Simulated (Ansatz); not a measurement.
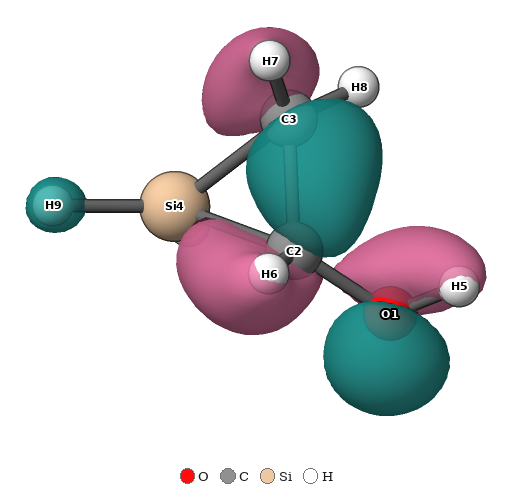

Figure 1: C2H6OSi (SMILES OC1C[SiH2]1). The HOMO−1 at ±0.15 Å⁻³ᐟ² (teal and pink are the two phases), seen at a tilt.

Geometry: PBE0-D4/def2-TZVP.

Theory: RKS PBE0-D4/def2-TZVPP (Ansatz).

```tsv
atom	x (Å)	y (Å)	z (Å)
O	-0.7593	1.0585	-1.2752
C	-0.5818	0.4558	-0.0266
C	-0.0625	-0.9922	0.0076
Si	1.1236	0.2653	0.6820
H	-1.4712	0.5962	-1.7298
H	-1.3876	0.6461	0.6853
H	-0.5905	-1.7015	0.6369
H	0.2027	-1.3935	-0.9674
H	1.3195	0.3979	2.1414
H	2.2902	0.6164	-0.1513
```

> What is the character of this orbital?

Its weight (Hirshfeld) is mainly on O1 (about 35 %), C2 (about 20 %), C3 (about 20 %) and Si4 (about 10 %). Its energy is −7.68 eV.
